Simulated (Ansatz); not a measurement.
# CH5AlBClO: a ladder of functionals and wavefunction methods

How much do the methods differ for CH5AlBClO? The plan is to run it at one geometry with functionals of several rungs and with coupled cluster. The yardstick is the atomisation energy at the CCSD(T) limit.

Method: functionals in def2-TZVPP, the program's frozen cores in correlated methods; program: Ansatz 0.2.0, Gaussian basis.

Plan: PBE-D4, r2SCAN-D4, PBE0-D4, B3LYP-D4, ωB97X-V, ωB97M-V, B2PLYP; CCSD(T)/def2-TZVPP; MP2/def2-QZVPP; extrapolation to the limit.

### 1 Structure used throughout

All runs share one geometry, relaxed beforehand with PBE0-D4 in a triple-zeta def2 set.

SMILES `[CH3][Al]([Cl])[BH]O`, 10 atoms, charge 0, spin multiplicity 1.

Atoms are counted from 1 here; the program's logs count them from 0.

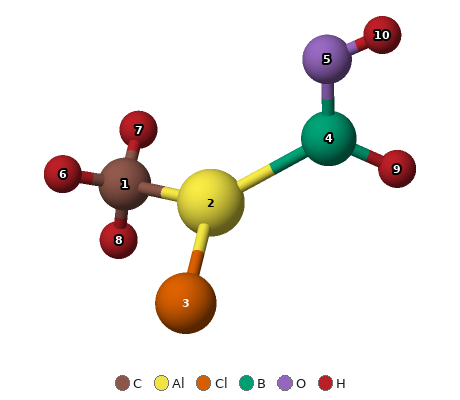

The geometry (carbon brown, aluminium yellow, chlorine orange, boron teal, oxygen purple, hydrogen red); atoms are numbered from 1 in the order of the file.

### 2 PBE-D4 (GGA)

in.yaml reads:

```yaml
crystal:
  periodic: [false, false, false]
  atoms:
    - {symbol: C, position_ang: [0.569048, -1.654698, 0.948062]}
    - {symbol: Al, position_ang: [0.372408, -0.375234, -0.506594]}
    - {symbol: Cl, position_ang: [1.496241, -0.810561, -2.254128]}
    - {symbol: B, position_ang: [-0.847572, 1.384210, -0.624474]}
    - {symbol: O, position_ang: [-0.463643, 2.482174, 0.072605]}
    - {symbol: H, position_ang: [1.623377, -1.769449, 1.218983]}
    - {symbol: H, position_ang: [0.016360, -1.365936, 1.845429]}
    - {symbol: H, position_ang: [0.217414, -2.643991, 0.637017]}
    - {symbol: H, position_ang: [-1.854960, 1.462377, -1.289658]}
    - {symbol: H, position_ang: [-1.045673, 3.239907, -0.044244]}
basis:
  gaussian: {orbitals: def2-TZVPP}
hamiltonian: {xc: pbe, dispersion: d4}
output: {forces: true, orbitals: {seedname: orbitals}}
```

Command:

```bash
$ ansatz run in.yaml --threads 4 --pin off --events-out ev --progress --plain --max-ram 10444MiB
```

The runs that follow: r2SCAN-D4 (meta-GGA); PBE0-D4 (hybrid); B3LYP-D4 (hybrid); ωB97X-V (range-separated); ωB97M-V (range-separated); B2PLYP (double hybrid); CCSD(T) in def2-TZVPP; MP2 in def2-QZVPP.

Q: Predict the results of all the runs planned. Wanted: atomisation energy, CCSD(T)/CBS; farthest; mean size of error, hybrid; mean size of error, range-separated; gap, smallest and largest; T1 diagnostic; triples share of the correlation energy.

**Answer**, as computed:

```
                               quantity                                 value
        atomisation energy, CCSD(T)/CBS                             37.603 eV
    functionals within 0.188 eV (0.5 %)   PBE0-D4, B3LYP-D4, ωB97X-V, ωB97M-V
                               farthest                    PBE-D4 (+0.537 eV)
             mean size of error, hybrid                              0.056 eV
    mean size of error, range-separated                              0.127 eV
              gap, smallest and largest  3.60 eV (PBE-D4), 10.03 eV (ωB97X-V)
                          T1 diagnostic                                0.0121
triples share of the correlation energy                                 3.7 %
```

What this shows: PBE-D4 misses by +0.537 eV. Double hybrids carry the basis error of their MP2 part in triple zeta, and no dispersion term here, so their miss is partly the set-up's. Misses under about 0.188 eV are within the doubt on the reference itself, which lacks core-valence correlation, relativity and higher excitations. Hartree-Fock recovers 76 % of the binding; the rest is correlation. Orbital gaps span 3.6 to 10.0 eV; exact exchange widens them.
